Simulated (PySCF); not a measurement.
## A study: C₈H₈O, SMILES `Oc1ccc(C=C)cc1`

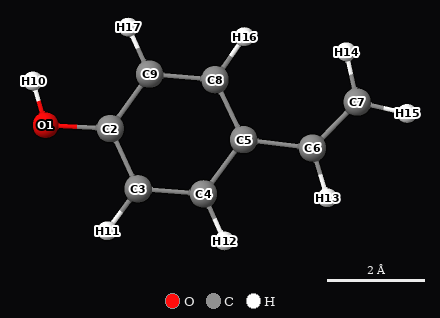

The molecule, with its atoms numbered as below. No frequency check shows the geometry to be a minimum.

Geometry (Å), atoms numbered from 1:

```
O1      -3.1544    0.1735    0.0021
C2      -1.7983    0.0703    0.0009
C3      -1.2297   -1.2000    0.0025
C4       0.1411   -1.3388    0.0002
C5       0.9890   -0.2280   -0.0028
C6       2.4301   -0.4390   -0.0050
C7       3.3746    0.4945    0.0071
C8       0.4024    1.0374   -0.0043
C9      -0.9694    1.1869   -0.0025
H10     -3.4118    1.1034    0.0015
H11     -1.8805   -2.0599    0.0055
H12      0.5704   -2.3306    0.0021
H13      2.7278   -1.4809   -0.0174
H14      3.1553    1.5484    0.0214
H15      4.4188    0.2328    0.0045
H16      1.0222    1.9203   -0.0080
H17     -1.4062    2.1778   -0.0033
```

Part 1: Excited states

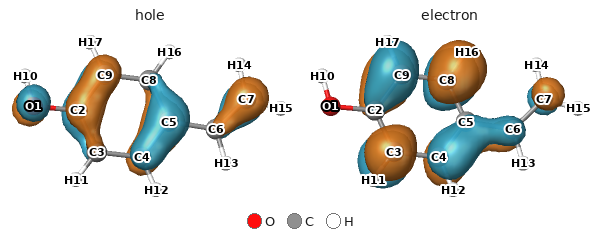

Leading natural transition orbital pair of S₁ (TDA singlet states); the surfaces enclose about 70 % of each orbital's density.

PySCF calculation, CAM-B3LYP/def2-SVP, gas phase; geometry: GFN2-xTB. Without diffuse functions Rydberg states are missing, so the states' numbers hold for this basis only.

Where does the state lie, and where do hole and electron sit?

Answer. 5.05 eV (245 nm), f = 0.072; the leading pair carries 78 %; hole on C5 (15 %), C2, C4 and C9 (12 % each) and C7 (10 %), electron on C8 (20 %), C3 and C9 (14 % each) and C4 (12 %) (shares are of the whole state, not of the leading pair alone); their centroids lie 0.1 Å apart. In canonical orbitals it is mainly HOMO → LUMO+1 (52 %). The HOMO–LUMO gap is 7.57 eV.

Part 2: Removing or adding an electron

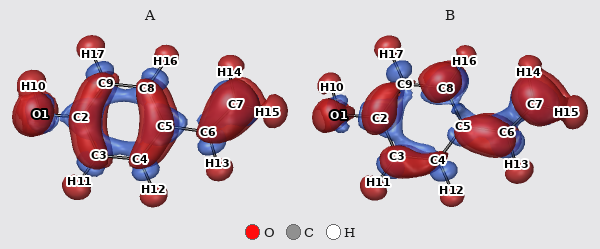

The two Fukui functions at ±0.015 e/Å³ (red positive, blue negative).

Method: LDA (SVWN)/6-31G*; geometry: GFN2-xTB; program: PySCF.

Which panel is f⁻ (electron removed) and which f⁺ (electron added)?

Answer. A is f⁻, B is f⁺. f⁻ (Hirshfeld-condensed) is largest on C7 (0.14) and O1 (0.11); the vertical ionisation energy is 7.62 eV (the stability of the cation's solution wasn't checked). f⁺ (Hirshfeld-condensed) is largest on C7 (0.14), C6 (0.09) and C2 (0.08); the vertical electron affinity is −1.17 eV (the stability of the anion's solution wasn't checked; negative, but this basis has no diffuse functions, so it doesn't show that the anion is unbound).

What chemical potential and hardness follow from the two energies?

Answer. μ = −(I + A)/2 = −3.23 eV and η = I − A = 8.78 eV.

Part 3: Localised orbitals

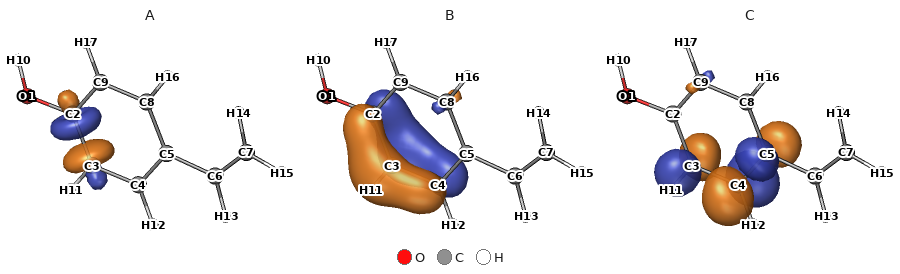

Intrinsic bond orbitals (IBO), occupied and valence-virtual; each surface holds about 70 % of the orbital's density. Energies are diagonal elements of the Fock matrix.

Method: ωB97X/6-31G*; geometry: GFN2-xTB; program: PySCF.

Name the orbitals, with their atomic make-up and energies.

Answer. By panel:
- A: σ* orbital C3–C2 (C3 50 %, C2 48 %; 18.2 eV)
- B: multicentre orbital mainly over C3, C4 and C2 (C3 52 %, C4 24 %, C2 20 %; −10.7 eV)
- C: antibonding multicentre orbital mainly over C4, C3 and C5 (C4 50 %, C3 24 %, C5 20 %; 5.1 eV)

How do all the valence pairs divide up?

Answer. 23 pairs: 17 σ bonds, 3 multicentre orbitals, 2 lone pairs and 1 two-centre π bond.

Part 4: Magnetic shielding

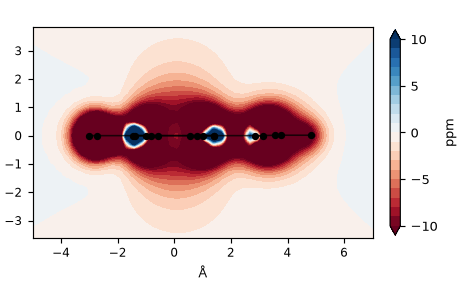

Isotropic NICS in a plane perpendicular to the 6-membered ring C2/C3/C4/C5/C8/C9; GIAO shieldings; atoms are projected onto the map; negative values mean shielding.

Level of theory: BP86/6-31G* (PySCF), at a geometry from GFN2-xTB.

Is the ring aromatic by this magnetic criterion?

Answer. It is strongly diatropic (aromatic): NICS(0) = −8.7, NICS(1) = −9.6, NICS(1)zz = −22.9 ppm.

What absolute proton shieldings does the same calculation give?

Answer. From 24.9 ppm (H16) to 28.6 ppm (H10).

The PySCF runs shown took 18 min, 2.4 min, 38 s and 64 s on 1 thread of Arm Neoverse V1, on a shared host.
